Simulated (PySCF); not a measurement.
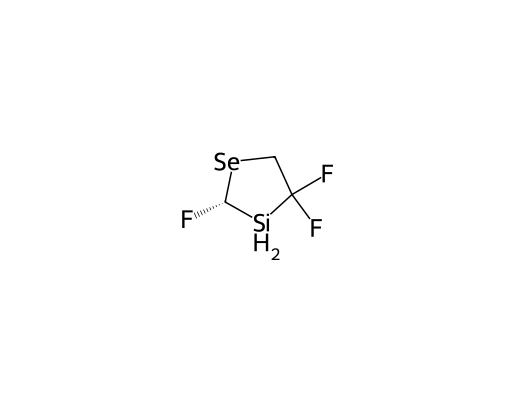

Computed geometry: GFN2-xTB optimisation. No frequency run is at hand to confirm it as a minimum. Method: ωB97X-D/def2-SVPD, gas phase (PySCF 2.14.0). Excitations: vertical, linear response.

Predict the main results.

The species is C₃H₅F₃SeSi (`F[C@H]1[SiH2]C(F)(F)C[Se]1`).
- dipole moment: 1.38 D
- HOMO energy (Kohn–Sham orbital): −8.85 eV
- LUMO energy (Kohn–Sham orbital): 0.83 eV
- HOMO–LUMO gap: 9.69 eV
- mean static polarisability: 87.7 bohr³
- lowest vertical singlet excitation: 4.74 eV
- its oscillator strength: 0.002
- brightest of the 8 lowest singlets: 6.97 eV
- its oscillator strength: 0.14

The geometry is semi-empirical. Around Se, Si such bond lengths and angles can be off by a tenth of an ångström or more and by several degrees, and values that hang on the shape move with them.
